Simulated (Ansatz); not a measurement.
```xyz
11

Ge    0.3054   -0.3316   -0.8952
Ge   -0.1944   -0.2731    3.3429
H    -1.5056    0.2878    2.7818
H    -0.4343   -0.8240    4.7606
H     0.8964    0.8026    3.3870
H    -0.3587    0.2873   -2.1232
F     0.3430    0.8800    0.3675
O    -0.7657   -1.6138   -0.3399
H    -0.4874   -1.9978    0.5006
H     1.7615   -0.7935   -1.0435
H     0.2841   -1.4477    2.4633
```

The calculation used Ansatz, RKS PBE0/def2-SVP.

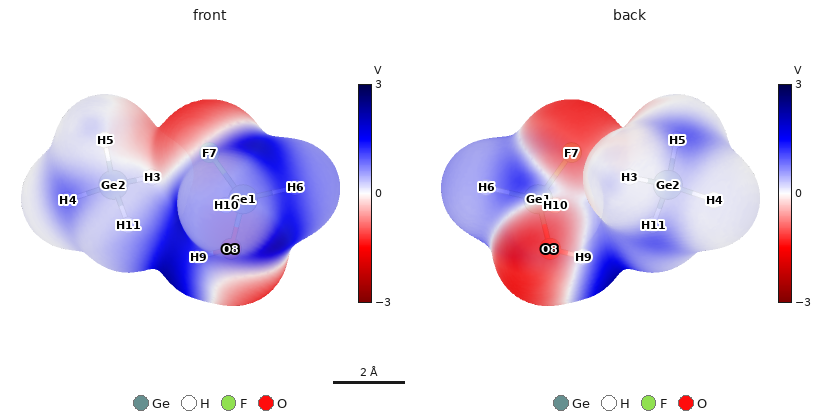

FGeH3O···GeH4. The molecular electrostatic potential painted on the density surface at 0.002 e/bohr³, seen from the front and from behind; red is negative and blue positive.

Where is the surface potential most negative and most positive?

Answer. The most negative region (about −1.4 V) lies over O8, the most positive (about +2.1 V) over H9. O8 is the likeliest acceptor of a hydrogen bond.
